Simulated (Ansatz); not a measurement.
The calculation's input:

```
crystal:
  periodic: [false, false, false]
  atoms:
    - {symbol: Al, position_ang: [-2.901506, -2.907959, -0.896964]}
    - {symbol: Br, position_ang: [-3.522639, -4.735821, 0.137398]}
    - {symbol: F, position_ang: [-3.215370, -2.319533, -2.395121]}
    - {symbol: O, position_ang: [-1.851217, -1.791511, -0.007538]}
    - {symbol: Si, position_ang: [-0.919124, -0.753594, 0.715423]}
    - {symbol: H, position_ang: [-1.540593, 0.324154, 1.504289]}
    - {symbol: H, position_ang: [0.540513, -0.906045, 0.587268]}
basis:
  gaussian: {orbitals: def2-TZVPD}
total_charge: 1
hamiltonian: {xc: {name: PBE0}}
output: {forces: true, orbitals: {seedname: orbitals}}
```

Run with:

```sh
ansatz run input.yaml --threads 2 --pin off --max-ram 4350MiB --events-out events.jsonl --progress --plain --runs-dir runs
```

Geometry: B3LYP-D3(BJ)/def2-SVP.

Level of theory: isolated molecule in a Gaussian basis; Kohn-Sham density functional theory, functional PBE0 in Ansatz.

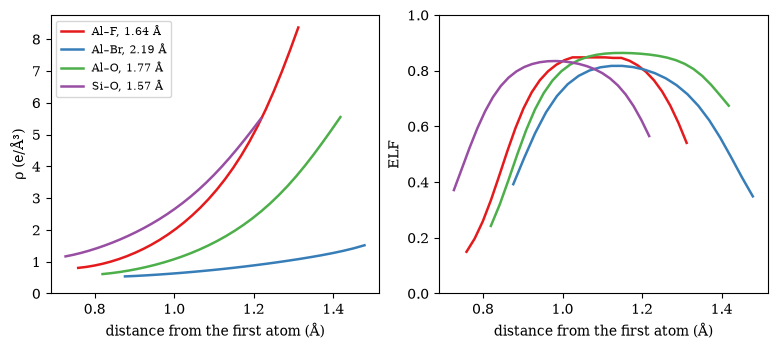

AlBrFH₂OSi (charge +1). Total electron density and electron localisation function along straight lines between neighbouring atoms. The curves leave out the atomic cores.

Question: Compare the contacts.

Answer: Al–F (1.64 Å): the density is about 0.94 e/Å³ at the midpoint; the ELF peaks at about 0.85 in the valence shell of F, 0.6 Å from its nucleus, and is about 0.35 at the midpoint.
Al–Br (2.19 Å): ρ is about 0.74 e/Å³ halfway; the ELF peaks at about 0.80 in the valence shell of Br, 1.0 Å from its nucleus, and is about 0.80 at the midpoint.
Al–O (1.77 Å): the density is about 0.72 e/Å³ at the midpoint; the ELF peaks at about 0.85 in the valence shell of O, 0.6 Å from its nucleus, and is about 0.50 at the midpoint.
Si–O (1.57 Å): ρ at the midpoint is about 1.3 e/Å³; the ELF peaks at about 0.85 between the atoms; a short, strongly polar bond.
